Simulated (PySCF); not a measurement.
```yaml
atoms:
  - { symbol: C, position_ang: [-1.8990, 0.8057, -0.7301] }
  - { symbol: C, position_ang: [-0.6595, 0.8671, -0.1832] }
  - { symbol: F, position_ang: [-0.2141, 2.0968, 0.1967] }
  - { symbol: C, position_ang: [0.2447, -0.1761, 0.0601] }
  - { symbol: N, position_ang: [-0.0131, -1.4804, -0.2842] }
  - { symbol: C, position_ang: [1.5912, 0.0818, 0.6508] }
  - { symbol: F, position_ang: [2.5906, -0.2718, -0.2079] }
  - { symbol: F, position_ang: [1.7887, -0.7102, 1.7490] }
  - { symbol: H, position_ang: [-2.4751, 1.7026, -0.8451] }
  - { symbol: H, position_ang: [-2.3232, -0.1184, -1.0674] }
  - { symbol: H, position_ang: [-0.9714, -1.7448, -0.4357] }
  - { symbol: H, position_ang: [0.5853, -2.1773, 0.1309] }
  - { symbol: H, position_ang: [1.7505, 1.1256, 0.9483] }
```

Geometry: GFN2-xTB.

Level of theory: PySCF 2.14.0, density-fitted response routines, UKS B3LYP, pcH-1 on C F H N, non-relativistic, mean-field spin-orbit, GIAO.

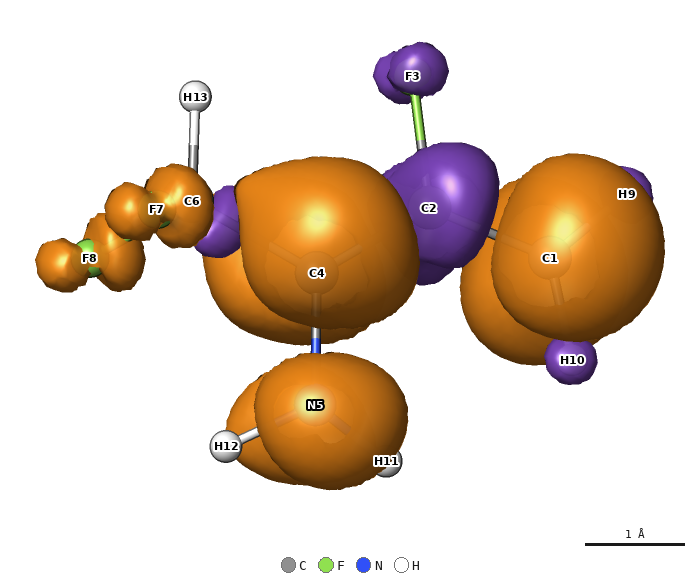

C$_{4}$H$_{5}$F$_{3}$N (SMILES C=C(F)[C](N)C(F)F) (doublet). Isosurfaces of the spin density at +0.015 (orange) and −0.015 e/Å³ (purple), seen at a tilt.

Question: Which atoms carry the spin?

Answer: The unpaired spin (1 electron) lies mostly on C4 (about 0.3), C1 (about 0.3) and N5 (about 0.2), in electrons by Hirshfeld's partition.
